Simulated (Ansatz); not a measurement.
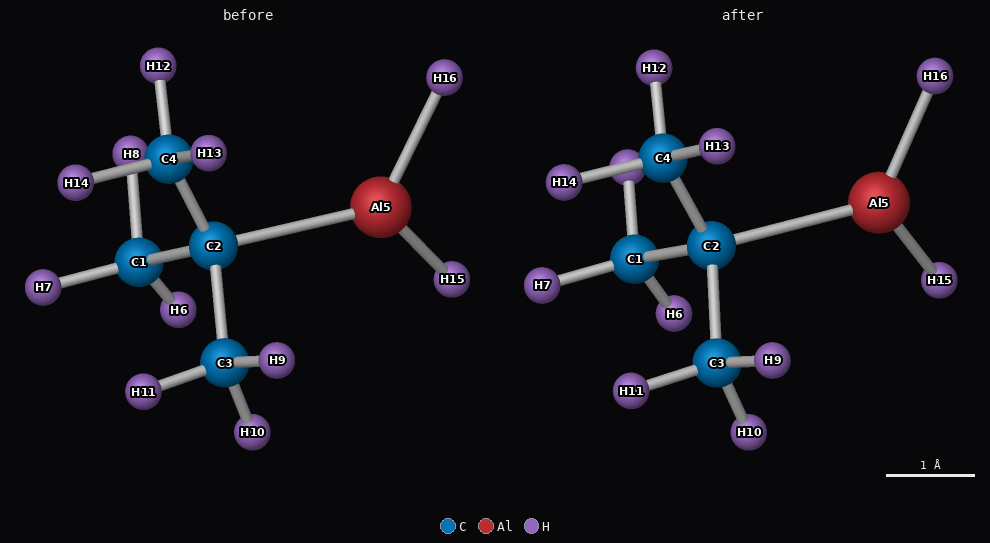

The structure of C4H11Al (charge −1, multiplicity 2) before (left) and after (right) a relaxation, at one scale.

A ball-and-stick model, seen at a tilt.

Level of theory: UKS SPW92/cc-pVTZ-DK (Ansatz 0.2.0).

Input
```yaml
crystal:
  periodic: [false, false, false]
  atoms:
    - {symbol: C, position_ang: [-0.552914, 0.632167, -1.297011]}
    - {symbol: C, position_ang: [0.030133, -0.091528, 0.002051]}
    - {symbol: C, position_ang: [1.459607, 0.336361, 0.194607]}
    - {symbol: C, position_ang: [-0.209012, -1.386345, -0.080475]}
    - {symbol: Al, position_ang: [-1.021217, 0.794944, 1.567123]}
    - {symbol: H, position_ang: [-0.624543, 1.593259, -1.197514]}
    - {symbol: H, position_ang: [0.006810, 0.219258, -2.238456]}
    - {symbol: H, position_ang: [-1.871007, 0.229817, -1.447278]}
    - {symbol: H, position_ang: [1.933500, -0.091249, 1.082822]}
    - {symbol: H, position_ang: [1.597837, 1.408868, 0.137553]}
    - {symbol: H, position_ang: [2.090808, -0.057643, -0.561290]}
    - {symbol: H, position_ang: [-1.269780, -1.821993, -0.206691]}
    - {symbol: H, position_ang: [0.425052, -2.077347, 0.782234]}
    - {symbol: H, position_ang: [0.545727, -2.030549, -0.867535]}
    - {symbol: H, position_ang: [-1.248586, 2.410247, 1.779459]}
    - {symbol: H, position_ang: [-1.991672, -0.167704, 2.584851]}
basis:
  gaussian: {orbitals: cc-pVTZ-DK, point_charges: [{charge: -1.00, position_ang: [6.444, -0.753, 0.929]}]}
total_charge: -1
magnetization: {spin_polarized: true, initial_magnetization: 1}
hamiltonian: {xc: {name: SPW92}}
relax: {f_tol: 0.001, max_steps: 2}
```

Command:
```bash
ansatz run in.yaml --threads 4 --pin off --events-out ev --progress --plain --max-ram 10444MiB
```

Q: Describe what moved and what it gained.

A: The relaxation stopped without meeting its thresholds, so the last structure isn't shown to be converged. The input was poor on purpose: steps. After 1 geometry step the energy has fallen by 2.330 eV. The largest force component goes from 11 to 4.8 eV/Å. H8 moves most after the best rigid fit: 0.20 Å. Largest moves by element: H 0.20 Å, C 0.10 Å, Al 0.07 Å. Near-neighbour distances that change, for instance: C1–H8 1.386 → 1.174 Å, C1–H6 0.969 → 1.060 Å, C2–C4 1.319 → 1.410 Å, C4–H13 1.274 → 1.191 Å. Among the angles between lasting bonds that change: H13–C4–H14 81.3° → 104.7°, C2–Al5–H15 125.8° → 118.8°, H15–Al5–H16 113.5° → 119.4°.
